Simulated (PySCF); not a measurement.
# C₅H₁₁BF₂Si₂: what the fields show

```xyz
21

F     2.4617    1.5475   -1.1462
B     2.2241    0.2659   -0.9184
F     1.8629   -0.3998   -2.0075
C     2.3057   -0.3938    0.4785
Si    0.5344   -0.5868    1.2264
C    -0.2975    1.1472    1.2218
C    -0.6221    1.5223   -0.1893
C    -1.4540    0.8350   -0.9667
C    -2.1825   -0.3937   -0.5333
Si   -0.9295   -1.7892   -0.1135
H     2.7273   -1.3942    0.4202
H     2.9141    0.1885    1.1659
H     0.7804   -0.9934    2.6260
H    -1.2152    1.0916    1.8122
H     0.3338    1.9096    1.6758
H    -0.1260    2.3966   -0.5854
H    -1.6180    1.1631   -1.9833
H    -2.7572   -0.1801    0.3719
H    -2.8921   -0.7013   -1.2990
H    -0.3970   -2.3495   -1.3598
H    -1.6622   -2.8687    0.5674
```

Geometry: GFN2-xTB.

Computed with PySCF, PBE0/pcSseg-1, SCF density, gas phase, non-relativistic.

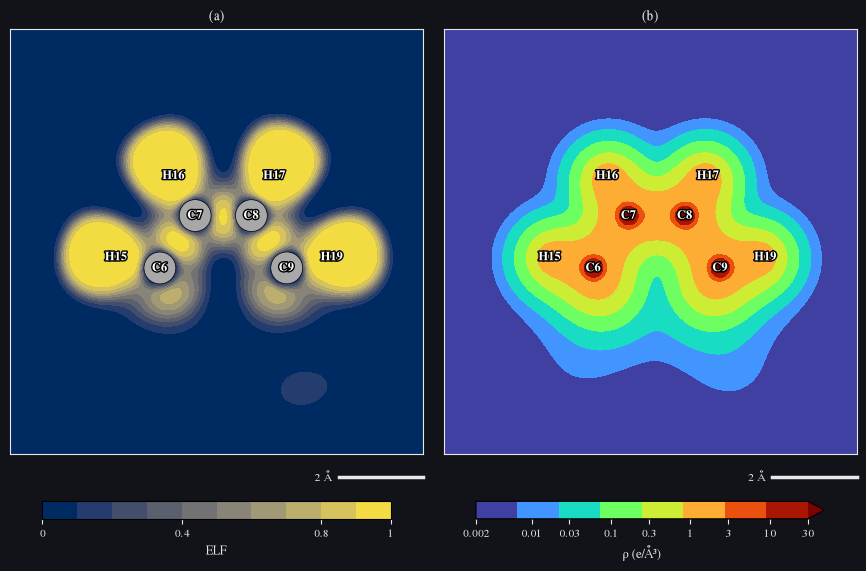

Figure 1. (a) electron localisation function; (b) total electron density on the plane of atoms C7, C8 and C9. Grey discs cover the atomic cores in the ELF map.

**Read the bonding off the picture.**

The section cuts through C and H sites.
C–C (1.33 Å): ρ at the midpoint is about 2.3 e/Å³; the ELF peaks at about 0.90 between the atoms: a short, multiple covalent bond.
C–H (1.08 Å): ρ at the midpoint is about 2 e/Å³; the ELF climbs to about 1 towards the hydrogen, as it does in any bond to H: a covalent bond by its length.
C–C (1.49 Å): ρ at the midpoint is about 1.7 e/Å³; the ELF peaks at about 0.95 between the atoms, as expected for localised, covalent bonding.

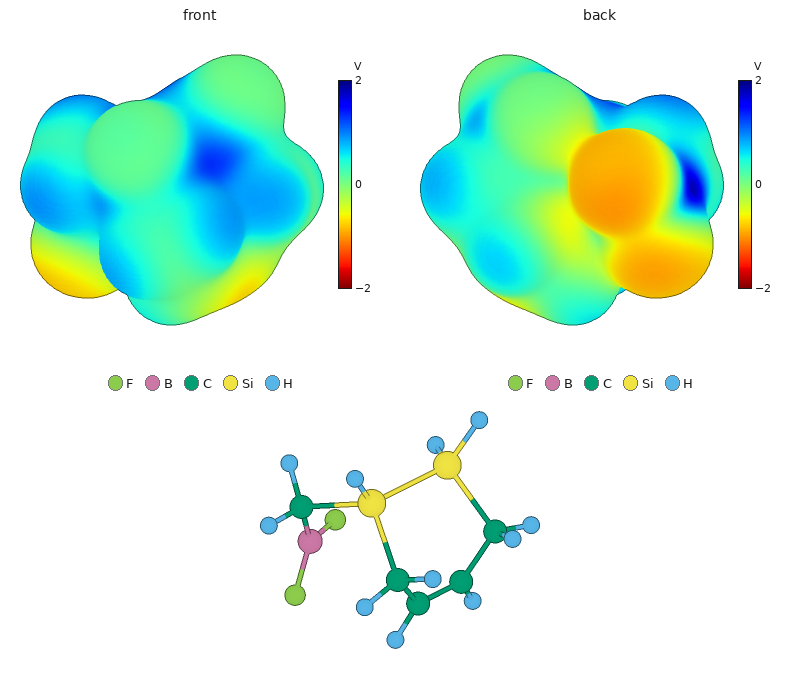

Figure 2. The molecular electrostatic potential painted on the density surface at 0.002 e/bohr³, seen from the front and from behind; the colour scale runs from red (negative) to blue (positive). The bare structure is drawn below in the same view.

**Which sites attract a positive test charge, and which a negative one?**

A positive charge is drawn to the negative regions and a negative charge to the positive ones. The most negative region (about −1.0 V, or −23 kcal/mol for a unit charge) lies over F1 and F3, the most positive (about +1.5 V, or +35 kcal/mol for a unit charge) over B2.

**How polar is the molecule by this calculation?**

Its dipole moment is 1.76 D.
